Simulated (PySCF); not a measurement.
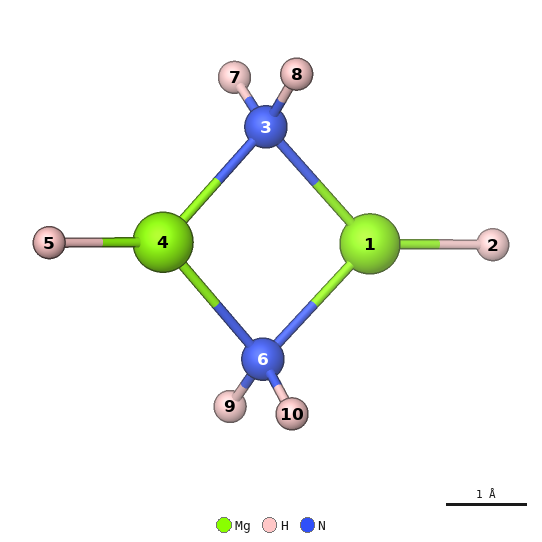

Orthographic view. Distant atoms are faded towards the background colour. The geometry was computed by an optimisation with PBE0-D3(BJ)/def2-SVP. No frequency run is at hand to confirm it as a minimum.

Write a Z-matrix (Å, degrees) in the order of the atom numbers, with these reference atoms: 2 to 1; 3 to 1, 2; 4 to 3, 1, 2; 5 to 4, 3, 1; 6 to 1, 2, 3; 7 to 3, 4, 5; 8 to 3, 7, 1; 9 to 6, 1, 2; 10 to 6, 9, 1.

```
Mg 
H    1   1.718
N    1   2.090   2   135.6
Mg   3   2.088   1    91.3   2  -175.1
H    4   1.718   3   136.1   1   174.0
N    1   2.088   2   135.7   3  -177.2
H    3   1.024   4   116.0   5   -66.4
H    3   1.023   7   102.3   1   127.4
H    6   1.023   1   115.7   2   -65.2
H    6   1.023   9   102.4   1  -127.6
```
